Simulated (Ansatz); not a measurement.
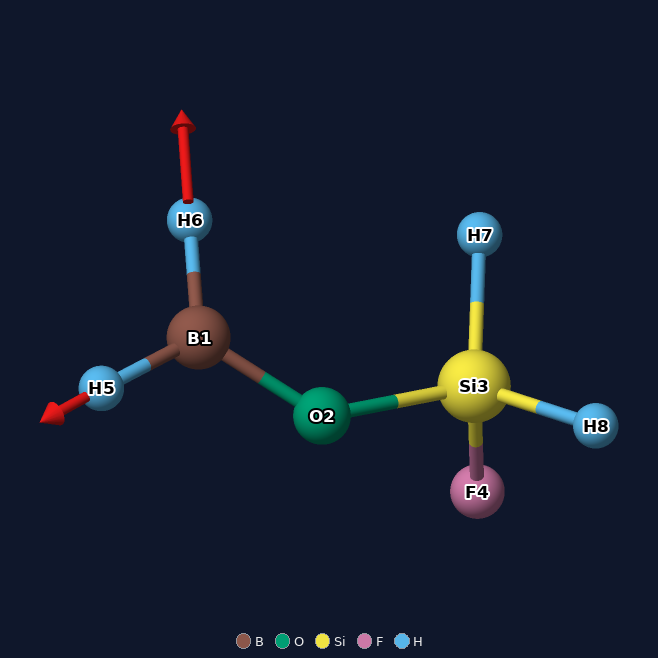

The arrows show one normal mode. Harmonic vibrations computed with RKS PBE0-D4/def2-TZVP (Ansatz 0.2.0) at a stationary point of the same level.

### What kind of motion is it?

Mostly in-phase stretching of 2 B–H bonds.

### At what wavenumber does it lie?

2548 cm⁻¹; it is mode 17 of 18 counted from the lowest.
